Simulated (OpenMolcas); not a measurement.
# Energy and gradient calculation, with input and output: C$_{2}$H$_{3}$F$_{2}$ (part 2 of 2)

Continued. System: C$_{2}$H$_{3}$F$_{2}$, multiplicity 2. Method: HCTH407/6-31G**, UKS, C-PCM solvent carbontetrachloride (OpenMolcas 26.06). The geometry comes from this level: GFN2-xTB.

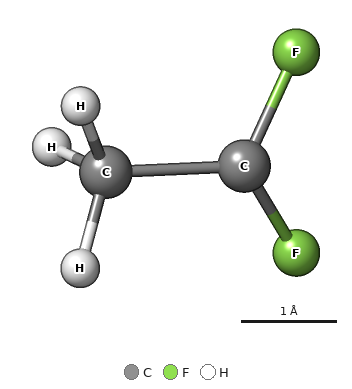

**Figure 1.** The input geometry (ball-and-stick view, seen at a tilt).

**Log, continued**
```
::    Total KS-DFT energy                            -277.5864659056
      One-electron energy                            -539.0341938261
      Two-electron energy                             199.0692333470
      Nuclear repulsion energy                         62.3784945736
      Kinetic energy (interpolated)                   275.8072170094
      Virial theorem                                    1.0064510600
      Total spin, S(S+1)                                0.7529087813
      Total spin, S                                     0.5014533346
      Max non-diagonal density matrix element           0.0000095986
      Max non-diagonal Fock matrix element              0.0000008925

      All orbitals with orbital energies smaller than  E(LUMO)+0.5 are printed

++    Molecular orbitals:
      -------------------

      Title: UKS-DFT orbitals (alpha)

      Molecular orbitals for symmetry species 1: a

          Orbital            1         2         3         4         5         6         7         8         9        10
          Energy          -24.2654  -24.2653  -10.0462   -9.9162   -1.1706   -1.1143   -0.7126   -0.5805   -0.5030   -0.4586
          Occ. No.          1.0000    1.0000    1.0000    1.0000    1.0000    1.0000    1.0000    1.0000    1.0000    1.0000

          Orbital           11        12        13        14        15        16        17        18        19        20
          Energy           -0.4556   -0.3858   -0.3748   -0.3660   -0.3466   -0.3404   -0.1550    0.0851    0.0950    0.1122
          Occ. No.          1.0000    1.0000    1.0000    1.0000    1.0000    1.0000    1.0000    0.0000    0.0000    0.0000

          Orbital           21        22        23        24        25        26        27        28        29
          Energy            0.1553    0.1726    0.2163    0.4682    0.4789    0.4979    0.5187    0.5541    0.5831
          Occ. No.          0.0000    0.0000    0.0000    0.0000    0.0000    0.0000    0.0000    0.0000    0.0000

--

      All orbitals with orbital energies smaller than  E(LUMO)+0.5 are printed

++    Molecular orbitals:
      -------------------

      Title: UKS-DFT orbitals (beta)

      Molecular orbitals for symmetry species 1: a

          Orbital            1         2         3         4         5         6         7         8         9        10
          Energy          -24.2629  -24.2628  -10.0369   -9.9160   -1.1605   -1.1067   -0.7004   -0.5654   -0.4920   -0.4477
          Occ. No.          1.0000    1.0000    1.0000    1.0000    1.0000    1.0000    1.0000    1.0000    1.0000    1.0000

          Orbital           11        12        13        14        15        16        17        18        19        20
          Energy           -0.4273   -0.3829   -0.3689   -0.3553   -0.3389   -0.3369   -0.0672    0.0852    0.1048    0.1227
          Occ. No.          1.0000    1.0000    1.0000    1.0000    1.0000    1.0000    0.0000    0.0000    0.0000    0.0000

          Orbital           21        22        23
          Energy            0.1678    0.1890    0.2308
          Occ. No.          0.0000    0.0000    0.0000

--

++    Molecular charges:
      ------------------

      Mulliken charges per centre and basis function type
      ---------------------------------------------------

                            C1                      C2                      F3                      F4                      H5                      H6
                     alpha        beta       alpha        beta       alpha        beta       alpha        beta       alpha        beta       alpha        beta
      1s           0.9963      0.9963      0.9962      0.9963      0.9962      0.9962      0.9962      0.9962      0.2666      0.2631      0.2663      0.2635
      2s           0.3411      0.3391      0.3858      0.3227      0.4872      0.4839      0.4872      0.4839      0.0000      0.0000      0.0000      0.0000
      2px          0.3677      0.3675      0.2626      0.2409      0.5493      0.5521      0.4867      0.4928      0.0000      0.0000      0.0000      0.0000
      2pz          0.3601      0.3611      0.5714      0.1172      0.6126      0.5400      0.6190      0.5495      0.0000      0.0000      0.0000      0.0000
      2py          0.3473      0.3476      0.3390      0.3069      0.5313      0.5358      0.5873      0.5858      0.0000      0.0000      0.0000      0.0000
      *s           0.2997      0.3124      0.2657      0.1384      0.4552      0.4600      0.4552      0.4600      0.1511      0.1524      0.1510      0.1524
      *px          0.1692      0.1707      0.0373      0.0334      0.3205      0.3262      0.2743      0.2839      0.0023      0.0023      0.0035      0.0035
      *pz          0.1727      0.1764      0.2418      0.0919      0.3458      0.3409      0.3526      0.3470      0.0019      0.0019      0.0015      0.0016
      *py          0.1267      0.1446      0.0610      0.0551      0.3083      0.3148      0.3476      0.3510      0.0022      0.0022      0.0013      0.0013
      *200         0.0020      0.0014      0.0079      0.0137      0.0119      0.0125      0.0185      0.0192      0.0000      0.0000      0.0000      0.0000
      *110         0.0022      0.0022      0.0166      0.0159      0.0026      0.0026      0.0023      0.0023      0.0000      0.0000      0.0000      0.0000
      *101         0.0016      0.0016      0.0086      0.0084      0.0015      0.0012      0.0031      0.0021      0.0000      0.0000      0.0000      0.0000
      *020         0.0029      0.0023      0.0059      0.0126      0.0135      0.0140      0.0082      0.0085      0.0000      0.0000      0.0000      0.0000
      *011         0.0050      0.0014      0.0066      0.0065      0.0019      0.0015      0.0004      0.0003      0.0000      0.0000      0.0000      0.0000
      *002         0.0015      0.0012     -0.0014     -0.0109      0.0092      0.0078      0.0082      0.0071      0.0000      0.0000      0.0000      0.0000
      Total        3.1959      3.2257      3.2049      2.3491      4.6471      4.5896      4.6468      4.5897      0.4241      0.4219      0.4237      0.4223
      Total              6.4217                  5.5540                  9.2367                  9.2365                  0.8460                  0.8460

      Charge           -0.4217                  0.4460                 -0.2367                 -0.2365                  0.1540                  0.1540

                            H7
                     alpha        beta
      1s           0.2758      0.2498
      2s           0.0000      0.0000
      2px          0.0000      0.0000
      2pz          0.0000      0.0000
      2py          0.0000      0.0000
      *s           0.1754      0.1453
      *px          0.0013      0.0013
      *pz          0.0035      0.0039
      *py          0.0015      0.0014
      *200         0.0000      0.0000
      *110         0.0000      0.0000
      *101         0.0000      0.0000
      *020         0.0000      0.0000
      *011         0.0000      0.0000
      *002         0.0000      0.0000
      Total        0.4575      0.4016
      Total              0.8591

      Charge            0.1409

      Total electronic charge=   33.000000

      Total            charge=   -0.000000
--

++    Molecular orbitals:
      -------------------

      Title: Natural orbitals

      Molecular orbitals for symmetry species 1: a

          Orbital            1         2         3         4         5         6         7         8         9        10
          Energy          -24.2570  -24.2543   -9.9161   -9.6489   -0.4705   -0.7234   -0.6426   -0.6928   -1.2554   -0.4613
          Occ. No.          2.0000    2.0000    2.0000    2.0000    2.0000    2.0000    2.0000    2.0000    2.0000    2.0000

          Orbital           11        12        13        14        15        16        17        18        19        20
          Energy           -0.3991   -0.4223   -0.5459   -0.5309   -0.4714   -0.5361   -0.1102    0.6183    0.4709    0.3518
          Occ. No.          2.0000    2.0000    1.9998    1.9997    1.9997    1.9993    1.0000    0.0007    0.0003    0.0003

          Orbital           21        22        23        24        25        26        27        28        29        30
          Energy            0.3401    1.0186    1.4470    1.1243    1.6348    1.2463    1.7713    1.4035    0.9833    3.7375
          Occ. No.          0.0002    0.0000    0.0000    0.0000    0.0000    0.0000    0.0000    0.0000    0.0000    0.0000

          Orbital           31        32        33        34        35        36        37        38        39        40
          Energy            3.3652    3.5005    1.4871    0.1926    0.3793    1.2092    1.1895    0.8761    1.3066    1.2207
          Occ. No.          0.0000    0.0000    0.0000    0.0000    0.0000    0.0000    0.0000    0.0000    0.0000    0.0000

          Orbital           41        42        43        44        45        46        47        48        49        50
          Energy            0.9445    1.1531    0.8241    1.5384    1.3769    1.5386    1.9538    1.9305    1.7681    1.5939
          Occ. No.          0.0000    0.0000    0.0000    0.0000    0.0000    0.0000    0.0000    0.0000    0.0000    0.0000

          Orbital           51        52        53        54        55        56        57        58        59        60
          Energy            2.7983    1.6117    1.5498    2.3428    1.5384    1.9247    2.0117    1.7163    1.6406    2.1812
          Occ. No.          0.0000    0.0000    0.0000    0.0000    0.0000    0.0000    0.0000    0.0000    0.0000    0.0000

          Orbital           61        62        63        64        65        66        67        68        69        70
          Energy            1.7658    2.5367    2.0802    2.6536    2.3197    2.8525    1.8673    1.7967    2.2566    2.1893
          Occ. No.          0.0000    0.0000    0.0000    0.0000    0.0000    0.0000    0.0000    0.0000    0.0000    0.0000

          Orbital           71        72        73        74
          Energy            3.0658    1.7339    2.4781    3.9652
          Occ. No.          0.0000    0.0000    0.0000    0.0000

--

++    Molecular properties:
      ---------------------

      Charge (e):
                      =   -0.0000
      Dipole Moment (debye):
      Origin of the operator (angstrom)=    0.2178   -0.8166    0.0334
                   X= -4.8446E-01               Y=  1.8351E+00               Z= -1.3050E-01           Total=  1.9024E+00
      Quadrupole Moment (debye*angstrom):
      Origin of the operator (angstrom)=    0.2178   -0.8166    0.0334
                  XX= -2.2469E+01              XY= -6.0781E-01              XZ= -1.2170E-01              YY= -2.0431E+01
                  YZ=  5.8760E-02              ZZ= -2.1537E+01
      In traceless form (debye*angstrom)
                  XX= -1.4850E+00              XY= -9.1172E-01              XZ= -1.8254E-01              YY=  1.5715E+00
                  YZ=  8.8140E-02              ZZ= -8.6486E-02
--

--- Stop Module: scf /rc=_RC_ALL_IS_WELL_ ---
--- Module scf spent 11 seconds ---

--- Start Module: alaska ---

                                              &ALASKA

                       available to each process: 1.9 GB of memory, 1 thread

                     Threshold for contributions to the gradient: 1.000E-07

                    ********************************************
                    * Symmetry Adapted Cartesian Displacements *
                    ********************************************

           Irreducible representation : a
           Basis function(s) of irrep: x, y, xy, Rz, z, xz, Ry, yz, Rx, I

 Basis Label        Type   Center Phase
   1   C1           x         1     1
   2   C1           y         1     1
   3   C1           z         1     1
   4   C2           x         2     1
   5   C2           y         2     1
   6   C2           z         2     1
   7   F3           x         3     1
   8   F3           y         3     1
   9   F3           z         3     1
  10   F4           x         4     1
  11   F4           y         4     1
  12   F4           z         4     1
  13   H5           x         5     1
  14   H5           y         5     1
  15   H5           z         5     1
  16   H6           x         6     1
  17   H6           y         6     1
  18   H6           z         6     1
  19   H7           x         7     1
  20   H7           y         7     1
  21   H7           z         7     1

                     No automatic utilization of translational and rotational invariance of the energy is employed.

 DFT contribution computed for a moving grid.

 RI-ERI gradients!

 **************************************************
 *              Molecular gradients               *
 **************************************************

  Irreducible representation: a
 ------------------------------------------------------------------------------------------
                              X                       Y                       Z
 ------------------------------------------------------------------------------------------
  C1               -2.57324852596241E-03    5.70651827480617E-03    6.53553563691911E-03
  C2                1.87530140335568E-04    5.35185498977864E-03   -1.51657670777929E-02
  F3                4.85448530617738E-03   -9.60293828734748E-04    4.96368563433780E-03
  F4               -4.54982328938058E-03   -3.62923796998427E-03    3.91405707716586E-03
  H5               -1.46175857471720E-03   -2.72708929741450E-03   -1.86890083242930E-03
  H6                3.17357863190404E-03   -1.63715808648823E-03   -1.38373629970401E-03
  H7                3.69236311512672E-04   -2.10459408197861E-03    3.00512586153268E-03
 ------------------------------------------------------------------------------------------

--- Stop Module: alaska /rc=_RC_ALL_IS_WELL_ ---
--- Module alaska spent 2 seconds ---

.##################.
.# Happy landing! #.
.##################.

    Timing: Wall=15.32 User=13.76 System=1.50
```

The run was set up as follows.

**Input file**
```
&GATEWAY
  Coord=struct.xyz
  Basis=6-31G**
  Group=NoSym
  RICD
  aCD
  RF-Input
  PCM-Model
  Solvent=carbontetrachloride
  Conductor
  End of RF-Input

&SEWARD

&SCF
  UHF
  Spin=2
  KSDFT=GGA_XC_HCTH_407
  PrOrbitals=1 1

&ALASKA
```

**File struct.xyz**
```
7

C     -0.174010     0.643610    -0.003990
C      0.178250    -0.761240     0.288290
F     -0.658040    -1.723950    -0.128640
F      1.442750    -1.155510     0.075640
H      0.507630     1.303510     0.527040
H     -1.194840     0.830510     0.318510
H     -0.101740     0.863070    -1.076850
```

Launched with:
```bash
export MOLCAS_MEM=1860
pymolcas mol.input > mol.log
```

**Summary**

```csv
quantity,value
outcome,converged
total energy,−277.586466 hartree
basis functions,75
largest force,0.827 eV/Å
⟨S²⟩,0.753
dipole moment,1.90 debye
hardware,"1 thread of AMD EPYC (Zen 3), 16 GiB of memory available, shared host"
wall time,16 s
peak memory,0.24 GiB
```
